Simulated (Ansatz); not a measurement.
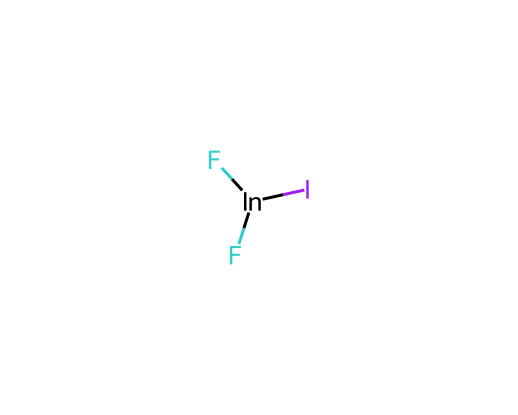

Simulated data, not a measurement (program: Ansatz).

2D structure.

> Transcribe the drawing into SMILES.

[F][In]([F])[I]

> Give the formula, hydrogens included.

InIF2.

> An optimisation with PBE-D4/def2-SVP gave a structure of which point group?

C2v.
